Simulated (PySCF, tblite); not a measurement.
# C8H9 radical: geometry, infrared bands and EPR parameters

Aim: predict the infrared bands and EPR parameters of C8H9 radical (`C=[C][C@@H]1C=C[C@H]1C=C`).

Computed with tblite 0.8.0 and PySCF 2.14.0, with density-fitted response routines of our own, on a single molecule in the gas phase. Atoms are numbered from 0 throughout.

**1. The starting structure**

17 atoms, charge 0, multiplicity 2; geometry from: force field or distance geometry start.

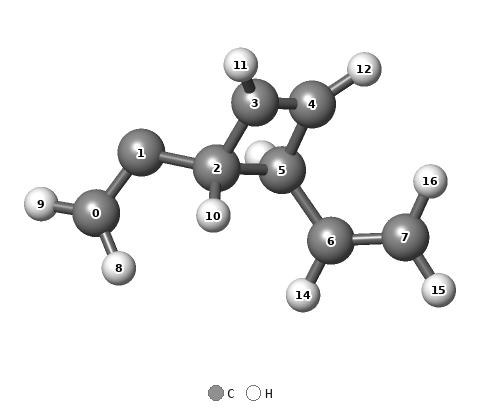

The starting geometry (carbon grey, hydrogen white), atoms numbered.

**2. Relaxing the molecule with GFN2-xTB**

What the job is given:

```
{"job": {"kind": "relax", "xc": "GFN2-xTB", "basis": "xTB"}, "charge": 0, "multiplicity": 2}
C      2.917600     0.383300    -0.076600
C      2.017200    -0.577600    -0.325000
C      0.762800    -0.548100     0.478700
C     -0.024000    -1.770700     0.485900
C     -1.026400    -1.252300    -0.121300
C     -0.391000     0.053800    -0.235700
C     -1.093500     1.183400     0.451400
C     -2.380900     1.110600     0.772000
H      2.645500     1.111700     0.666900
H      3.840000     0.388300    -0.629500
H      0.932800    -0.209400     1.522400
H      0.168800    -2.792800     0.895700
H     -2.006200    -1.641400    -0.448600
H     -0.092000     0.350500    -1.275500
H     -0.503800     2.068700     0.688300
H     -2.850300     1.953600     1.278300
H     -2.923700     0.200600     0.512200
```

On the command line:

```console
> OMP_NUM_THREADS=1 python probes_run.py task.json out
```

The driver reads the jobs from task.json and runs them one after another.

The program printed:

```text
step      E/eV     max force
  0    -584.23556    4.906
  1    -584.46891    4.514
  2    -584.71140    0.849
  3    -584.75703    0.698
  4    -584.82809    0.800
  5    -584.86203    0.678
  6    -584.88980    0.518
  7    -584.91819    0.420
  8    -584.93942    0.472
  9    -584.96150    0.479
 10    -584.97971    0.544
 11    -584.99565    0.456
 12    -585.00812    0.377
 13    -585.01816    0.294
 14    -585.02664    0.249
 15    -585.03541    0.235
 16    -585.04215    0.199
 17    -585.04686    0.211
 18    -585.05015    0.186
 19    -585.05350    0.148
 20    -585.05752    0.162
 21    -585.06137    0.146
 22    -585.06403    0.110
 23    -585.06601    0.108
 24    -585.06819    0.122
 25    -585.07044    0.123
 26    -585.07227    0.102
 27    -585.07359    0.081
 28    -585.07469    0.079
 29    -585.07584    0.084
 30    -585.07692    0.078
 31    -585.07781    0.064
 32    -585.07866    0.077
 33    -585.07965    0.077
 34    -585.08084    0.103
 35    -585.08218    0.119
 36    -585.08370    0.106
 37    -585.08542    0.134
 38    -585.08725    0.124
 39    -585.08896    0.102
 40    -585.09046    0.093
 41    -585.09192    0.132
 42    -585.09369    0.138
 43    -585.09574    0.163
 44    -585.09800    0.185
 45    -585.10109    0.162
 46    -585.10545    0.154
 47    -585.10902    0.174
 48    -585.11512    0.315
 49    -585.11900    0.337
 50    -585.12630    0.290
 51    -585.13255    0.220
 52    -585.13956    0.357
 53    -585.14845    0.268
 54    -585.15571    0.419
 55    -585.16288    0.116
 56    -585.16596    0.184
 57    -585.16847    0.157
 58    -585.17233    0.155
 59    -585.17624    0.161
 60    -585.18044    0.139
 61    -585.18373    0.141
 62    -585.18558    0.236
 63    -585.18843    0.159
 64    -585.19133    0.089
 65    -585.19421    0.169
 66    -585.19732    0.147
 67    -585.20051    0.144
 68    -585.20294    0.160
 69    -585.20420    0.115
 70    -585.20565    0.107
 71    -585.20722    0.110
 72    -585.20882    0.077
 73    -585.20929    0.056
 74    -585.20982    0.050
 75    -585.21023    0.048
 76    -585.21066    0.049
 77    -585.21093    0.043
 78    -585.21106    0.027
 79    -585.21111    0.023
 80    -585.21115    0.027
 81    -585.21118    0.018
 82    -585.21121    0.013
 83    -585.21122    0.010
 84    -585.21124    0.013
 85    -585.21125    0.015
 86    -585.21129    0.021
 87    -585.21134    0.031
 88    -585.21140    0.029
 89    -585.21145    0.015
 90    -585.21147    0.009
```

It took 0.54 s on 1 thread of Arm Neoverse V1, shared host.

Relaxation path: (not every step is listed)

```
step  energy from step 0 (eV)  largest force (eV/Å)
   0                   0.0000                4.9061
   1                  -0.2334                4.5137
   2                  -0.4758                0.8485
   3                  -0.5215                0.6979
   4                  -0.5925                0.8000
   5                  -0.6265                0.6780
   6                  -0.6542                0.5183
   7                  -0.6826                0.4205
   8                  -0.7039                0.4720
  15                  -0.7998                0.2346
  22                  -0.8285                0.1099
  29                  -0.8403                0.0836
  36                  -0.8481                0.1064
  43                  -0.8602                0.1633
  50                  -0.8907                0.2904
  57                  -0.9329                0.1573
  64                  -0.9558                0.0892
  71                  -0.9717                0.1099
  78                  -0.9755                0.0274
  85                  -0.9757                0.0153
  86                  -0.9757                0.0210
  87                  -0.9758                0.0306
  88                  -0.9758                0.0293
  89                  -0.9759                0.0152
  90                  -0.9759                0.0095
```

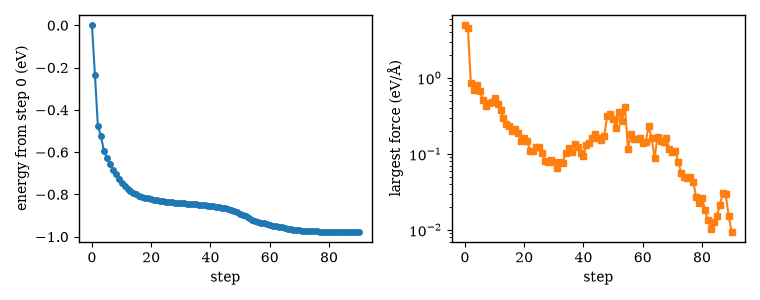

Energy and force, step by step.

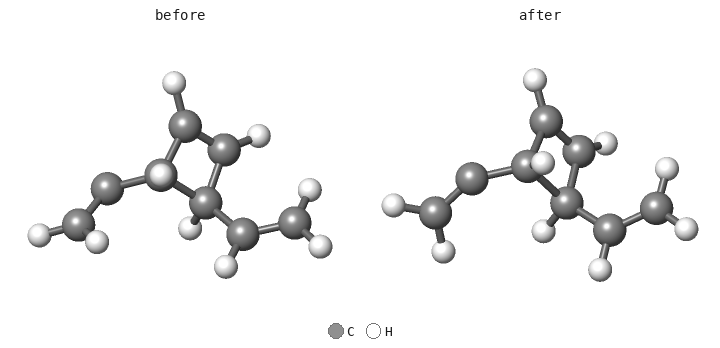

Before and after, at one scale.

Distances of close pairs at the start and the end, largest changes first:

```
  bond  before (Å)  after (Å)  change (Å)
 C2–C5       1.485      1.627      +0.142
 C1–C2       1.490      1.425      -0.065
 C2–C3       1.454      1.513      +0.059
 C0–C1       1.340      1.293      -0.047
 C4–C5       1.457      1.504      +0.047
 C3–C4       1.281      1.325      +0.044
C3–H11       1.118      1.074      -0.044
C5–H13       1.122      1.091      -0.031
```

The end geometry stands in the next job.

**3. Infrared spectrum with GFN2-xTB**

What the job is given:

```
{"job": {"kind": "ir", "xc": "GFN2-xTB", "basis": "xTB"}, "charge": 0, "multiplicity": 2}
C      2.983530     0.204013    -0.164753
C      2.060396    -0.383070     0.524513
C      0.666215    -0.488724     0.799935
C     -0.042440    -1.754608     0.370059
C     -0.903292    -1.151426    -0.437094
C     -0.371607     0.238235    -0.220057
C     -1.239763     1.251297     0.414724
C     -2.392156     0.981420     1.011746
H      2.793523     1.006661    -0.880758
H      4.026964    -0.058407    -0.064876
H      0.450100    -0.208218     1.834930
H      0.142196    -2.774604     0.652668
H     -1.714789    -1.492154    -1.054068
H      0.163781     0.648186    -1.077265
H     -0.855832     2.263757     0.407215
H     -2.982126     1.748333     1.483380
H     -2.791698    -0.018661     1.039253
```

The program printed:

```text
mode    cm-1     km/mol
  1      68.0      0.04
  2      76.7      0.46
  3     130.5      2.06
  4     164.6      1.74
  5     228.0      0.41
  6     271.6      1.55
  7     369.7      0.52
  8     396.9      8.95
  9     500.0      0.51
 10     609.9     13.40
 11     631.5      0.30
 12     724.8     10.00
 13     790.7      4.98
 14     824.4      1.45
 15     835.4      8.58
 16     856.2     32.32
 17     881.4     13.11
 18     942.1      0.47
 19     965.5      0.13
 20     972.2      6.08
 21    1002.8      8.92
 22    1010.3     11.09
 23    1045.2      1.08
 24    1073.9      2.98
 25    1085.2      1.77
 26    1121.9      1.83
 27    1151.4      3.42
 28    1210.6      0.60
 29    1244.2      4.17
 30    1290.9      3.89
 31    1309.0      1.07
 32    1384.5      1.80
 33    1405.2      2.63
 34    1666.9      2.32
 35    1675.4     25.71
 36    1825.3     96.97
 37    2858.4     29.28
 38    2920.7     25.73
 39    2964.4     32.52
 40    3041.2     24.65
 41    3048.8     40.97
 42    3104.5     14.14
 43    3112.1     27.69
 44    3130.6     15.64
 45    3131.6    100.78
```

Wall time 0.52 s (1 thread of Arm Neoverse V1, shared host).

Which atoms move in the most intense modes:

```
cm⁻¹  km/mol                      atoms
 856    32.3  H9 36 %, H8 18 %, C0 15 %
1825    97.0           C1 61 %, C0 35 %
2858    29.3                    H8 93 %
2921    25.7                   H10 92 %
2964    32.5                   H13 92 %
3049    41.0                   H14 91 %
3112    27.7         H12 57 %, H11 35 %
3132   100.8         H11 46 %, H12 31 %
```

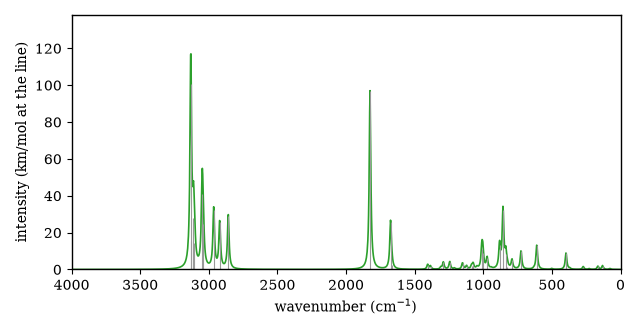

The infrared spectrum from these modes, unscaled. Lines are broadened to a width of 14 cm⁻¹ (Lorentzian).

**4. EPR parameters: B3LYP/pcH-1**

The job, as its differences from that of step 3:

```diff
@@ -1,2 +1,2 @@
-{"job": {"kind": "ir", "xc": "GFN2-xTB", "basis": "xTB"}, "charge": 0, "multiplicity": 2}
+{"job": {"kind": "epr", "basis": "pcH-1"}, "charge": 0, "multiplicity": 2}
 C      2.983530     0.204013    -0.164753
```

Method: UKS B3LYP, pcH-1 on C H, non-relativistic, mean-field spin-orbit, GIAO.

The program printed:

```text
UKS, coarse grid
  cycle   1  E = -310.04535416  |g| = 3.36e-01
  cycle   2  E = -310.04292990  |g| = 3.55e-01
  cycle   3  E = -310.10720014  |g| = 5.64e-02
  cycle   4  E = -310.10772721  |g| = 4.87e-02
  cycle   5  E = -310.10901696  |g| = 8.12e-03
  cycle   6  E = -310.10906008  |g| = 4.88e-03
  cycle   7  E = -310.10908063  |g| = 2.01e-03
  cycle   8  E = -310.10908665  |g| = 1.44e-03
  cycle   9  E = -310.10908950  |g| = 5.45e-04
UKS, final grid
  cycle   1  E = -310.10908597  |g| = 7.35e-04
  cycle   2  E = -310.10908549  |g| = 1.33e-03
  cycle   3  E = -310.10908642  |g| = 1.45e-04
  cycle   4  E = -310.10908647  |g| = 1.27e-04
  cycle   5  E = -310.10908650  |g| = 3.47e-05
  cycle   6  E = -310.10908650  |g| = 1.66e-05
E = -310.10908650 Eh   <S^2> = 0.7592 (exact 0.7500)
g shifts (ppm)      1          2          3
  rmc          -152       -152       -152
  gc             40          8         -4
  oz_so        -658        -12        689
  total        -769       -155        534
hyperfine (MHz)  atom isotope    a_iso     a_fc   dipolar eigenvalues
    0   13C     -12.18     -12.18    -16.05      1.96     14.09
    1   13C     219.44     219.44    -78.83    -60.22    139.04
    2   13C      -0.61      -0.61     -6.68     -2.23      8.91
    3   13C      33.18      33.18     -2.13     -0.79      2.92
    4   13C      -6.15      -6.15     -1.79      0.30      1.50
    5   13C      71.01      71.01    -11.32    -10.60     21.92
    6   13C      -2.29      -2.29     -4.48      1.03      3.45
    7   13C       5.11       5.11     -4.16     -3.57      7.73
    8    1H     172.87     172.87     -4.28     -1.96      6.24
    9    1H     118.68     118.68     -5.95     -4.82     10.77
   10    1H      21.50      21.50     -6.11     -4.52     10.62
   11    1H       0.96       0.96     -2.91     -1.85      4.77
   12    1H       3.13       3.13     -1.25     -0.53      1.78
   13    1H      -8.15      -8.15     -6.98     -0.30      7.28
   14    1H       1.36       1.36     -1.48     -1.24      2.72
   15    1H      -2.59      -2.59     -2.21     -0.37      2.59
   16    1H      -2.90      -2.90     -1.30     -0.10      1.40
```

It took 86 s on 1 thread of Arm Neoverse V1, shared host; peak memory 1.1 GiB.

Principal g values 2.00155, 2.00216, 2.00285; g(iso) = 2.00219, against 2.00232 for a free electron.

Hyperfine couplings, nucleus by nucleus at this fixed geometry (no averaging over rotations):

```
nuclei  isotope  a(iso) (MHz)  a(iso) (G, at g = 2.0023)  largest dipolar term (MHz)
    C1      13C         219.4                       78.3                       139.0
    H8       1H         172.9                       61.7                         6.2
    H9       1H         118.7                       42.3                        10.8
    C5      13C          71.0                       25.3                        21.9
    C3      13C          33.2                       11.8                         2.9
   H10       1H          21.5                        7.7                        10.6
    C0      13C         -12.2                       -4.3                       -16.0
   H13       1H          -8.2                       -2.9                         7.3
    C4      13C          -6.1                       -2.2                        -1.8
    C7      13C           5.1                        1.8                         7.7
   H12       1H           3.1                        1.1                         1.8
   H16       1H          -2.9                       -1.0                         1.4
   H15       1H          -2.6                       -0.9                         2.6
    C6      13C          -2.3                       -0.8                        -4.5
```

Mulliken spin populations:

C0 -0.16; C1 0.94; C2 -0.07; C3 0.02; C4 -0.01; C5 0.11; C6 -0.03; C7 0.05; H8 0.09; H9 0.05; H10 0.01; H11 0.00; H12 0.00; H13 -0.01; H14 0.00; H15 0.00; H16 0.00

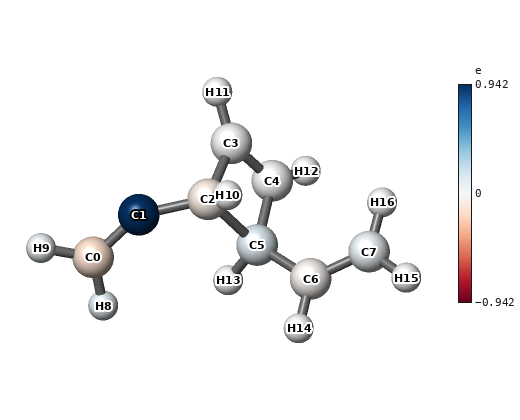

Mulliken spin populations, as colours on the atoms.

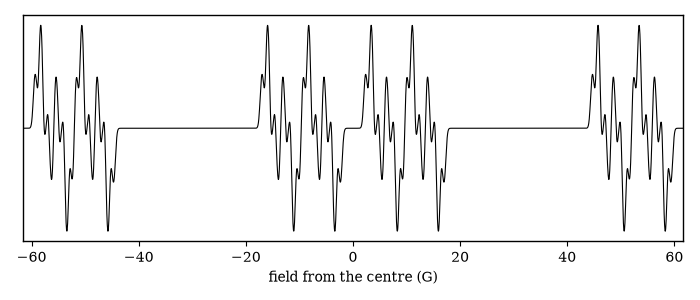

First-order isotropic spectrum (first derivative, main isotopes with spin only, couplings over 0.8 MHz, Gaussian width 0.3 G; couplings of the frozen geometry, rotation of groups not averaged beyond the rows shown).

Orbitals, density, ELF and potential are computed afterwards from the orbital file.

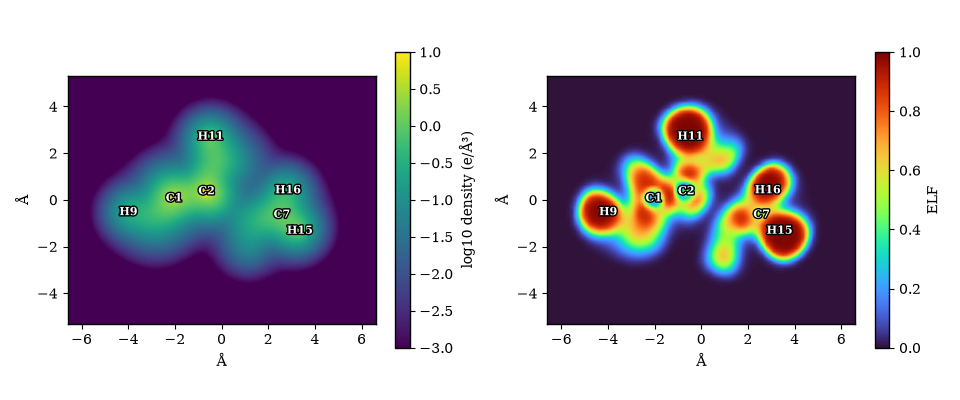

Density (left) and ELF (right) in a plane through or near 7 of the atoms.

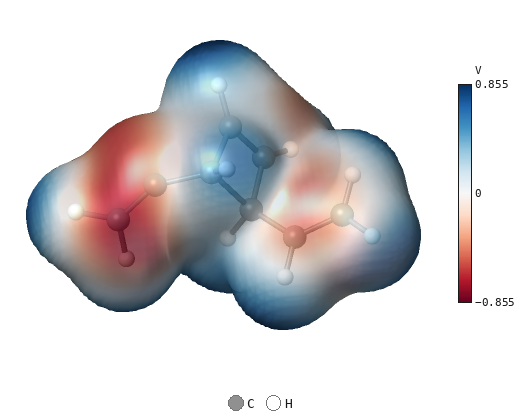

The potential that a unit positive charge feels on the 0.002 e/bohr³ surface, from -0.76 V near C0 to 0.86 V near H12.

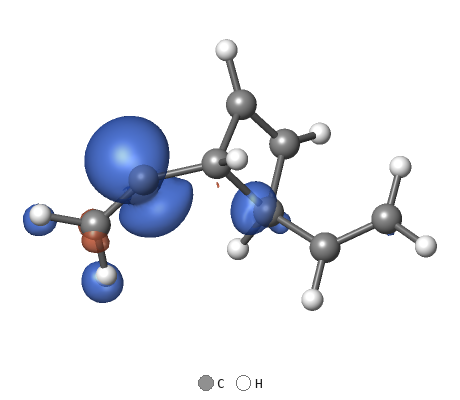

Spin density at ±0.05 e/Å³ (alpha excess blue, beta excess red).

**5. Results**

```
                                                                  quantity                  value
                                 strongest single infrared mode (GFN2-xTB)  3132 cm⁻¹, 101 km/mol
                                              zero-point energy (GFN2-xTB)          84.4 kcal/mol
                                                            g(iso) (B3LYP)                2.00219
                                                                      ⟨S²⟩     0.759 (exact 0.75)
                                                            largest a(iso)   13C on C1, 219.4 MHz
potential on the surface of density 0.002 e/bohr³, 1st and 99th percentile     -0.76 V and 0.86 V
```

What this shows: Relaxing lowered the energy by 0.976 eV in 90 steps; the close pair that moved most is C2–C5, from 1.485 to 1.627 Å. No mode is imaginary among the 45: a minimum at this level. Unscaled tight-binding wavenumbers are off by several per cent, some by more. Its intensities can rank the bands wrongly. Most of the unpaired spin sits on C1 (0.94 e). The isotropic g lies 0.1 ppt below the free-electron value. These values are for one conformer; the search (at its own cheap level) found 1 more, at 0.90 kcal/mol, and measured spectra average over such forms.
